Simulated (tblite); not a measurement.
# C3H9ClOSi2: the cost of one run

Programs: tblite 0.8.0 and PySCF 2.14.0, with density-fitted response routines of our own. Each step states its level of theory. These are calculated values for one molecule in the gas phase, unless marked as measured. Atoms are numbered from 0 throughout.

**1. The molecule as given**

16 atoms, charge 0, multiplicity 1; geometry from: force field or distance geometry start.

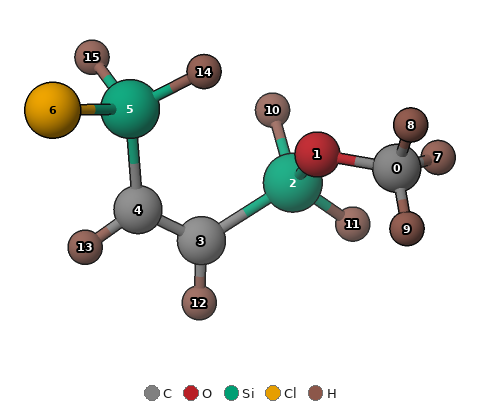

The starting geometry (carbon grey, oxygen red, silicon teal, chlorine amber, hydrogen brown), atoms numbered.

**2. Geometry optimisation with GFN2-xTB**

What the job is given:

```
{"job": {"kind": "relax", "xc": "GFN2-xTB", "basis": "xTB"}, "charge": 0, "multiplicity": 1}
C      2.418100     0.762200     0.769700
O      1.060000     0.608100     0.465300
Si     0.761700    -0.239400    -0.955400
C     -0.501400    -1.510700    -0.578200
C     -1.664100    -1.156300    -0.080200
Si    -2.195800     0.554900     0.249200
Cl    -3.448700     0.544000     1.940600
H      3.049200     0.942300    -0.113100
H      2.477600     1.672000     1.433100
H      2.832900    -0.088200     1.359200
H      0.131000     0.704100    -1.906400
H      1.906300    -0.810300    -1.606400
H     -0.289400    -2.585500    -0.727500
H     -2.377300    -1.962700     0.127200
H     -1.132400     1.524600     0.457300
H     -3.035200     1.049900    -0.845700
```

Run with:

```console
> OMP_NUM_THREADS=1 python probes_run.py task.json out
```

One launch serves the whole session: the jobs run in the order shown.

**Question.** How long does this first job take on 1 thread of Arm Neoverse N1, shared host, and how much memory does it need?

About 3.2 s, with a peak of 0.18 GiB.
